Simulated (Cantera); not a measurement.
Feed: 1 mol n-butane, a varied amount of H₂O, 38 mol N₂, 0.043 mol NH₃, equilibrated at 1123 K and 1.00 bar.

Cantera equilibrium calculation (NASA polynomials, part measured and part estimated; ideal gas, pure solids and liquids). Candidate condensed phases: C, C₆H₆, C₇H₈, C₈H₁₈, H₂O; 136 gas species. The numbers say what is thermodynamically allowed, not how fast it happens.

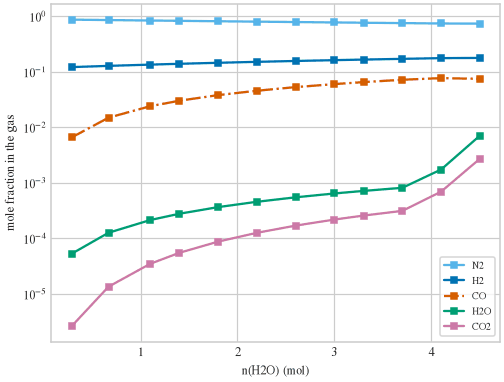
Figure. Equilibrium gas composition (values under 1e-9 drawn at 1e-9)

**Question.** Read off the mole fractions at 2.6 mol H₂O.

**Answer.** N₂ about 0.79, H₂ about 0.16, CO about 0.053, H₂O about 0.00055, CO₂ about 0.00017.
